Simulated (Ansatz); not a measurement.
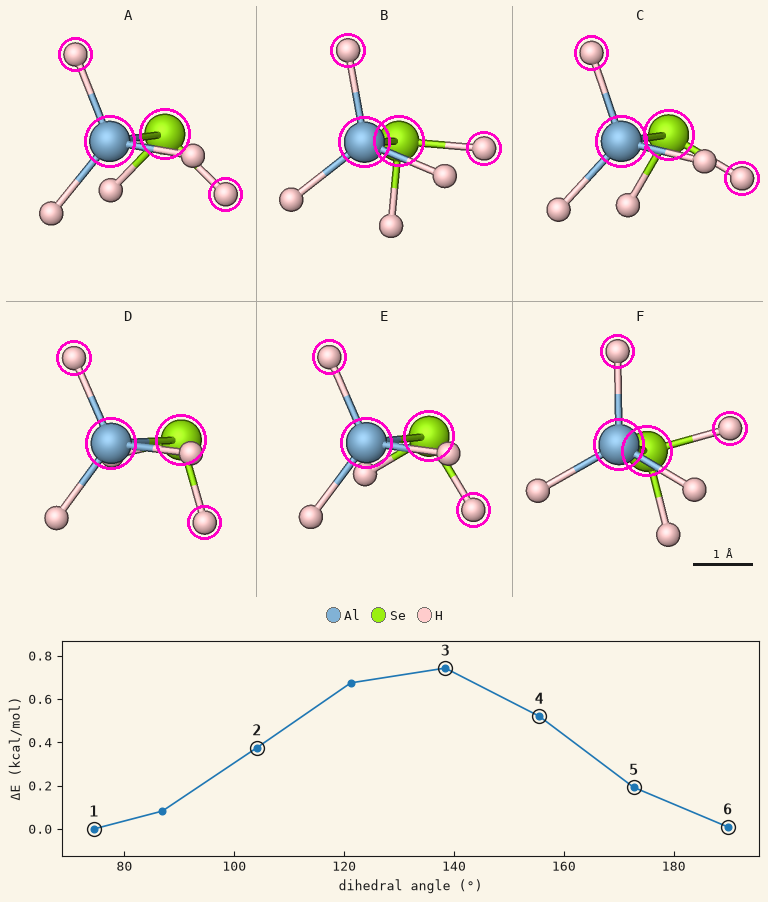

AlH$_{5}$Se: one H–Al–Se–H dihedral angle is varied, with all other coordinates relaxed. The frames are shuffled; the numbered points of the plot belong to them. Style: ball-and-stick. Shown almost along the central bond. The ringed atoms are those of the scanned coordinate.

Computed with Ansatz: CCSD(T), basis def2-TZVPP, on geometries relaxed under the constraint at PBE0-D4/def2-TZVP. Coupled cluster with a frozen core. Energies are counted from the PBE0-D4/def2-TZVP minimum geometry at the same level.

> Match the frames to the points.

Point 1 is frame F (the dihedral 74.4°, 0.00 kcal/mol); 2 is frame B (the dihedral 104.1°, 0.38 kcal/mol); 3 is frame C (the dihedral 138.4°, 0.74 kcal/mol); 4 is frame A (the dihedral 155.5°, 0.52 kcal/mol); 5 is frame E (the dihedral 172.7°, 0.19 kcal/mol); 6 is frame D (the dihedral 189.8°, 0.01 kcal/mol). Of the computed points the lowest is at the dihedral 74.4°, 0.00 kcal/mol. A local maximum lies at 138.4° (0.74 kcal/mol). The highest point, at 138.4°, lies 0.74 kcal/mol above the lowest and gives the barrier to rotation to within the spacing of the points.
